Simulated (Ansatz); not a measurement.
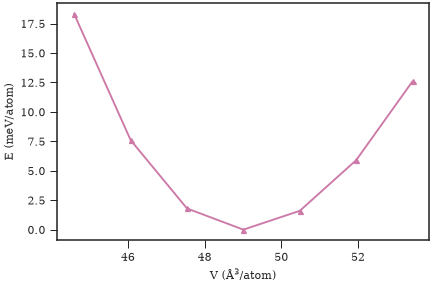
Figure. CsI (CsCl type, Pm-3m) under volume change, DFT-r²SCAN in the program Ansatz with PAW potentials, scaled uniformly.

**Question.** What does a third-order Birch–Murnaghan fit give for V₀, B₀ and B′?

**Answer.** V₀ = 49.01 Å³/atom, B₀ = 12.1 GPa, B′ = 5.2.

Symmetry was held in the r²SCAN relaxation. Spin–orbit coupling is left out wherever it is not named.

Potentials: the later of the program's two PAW sets.
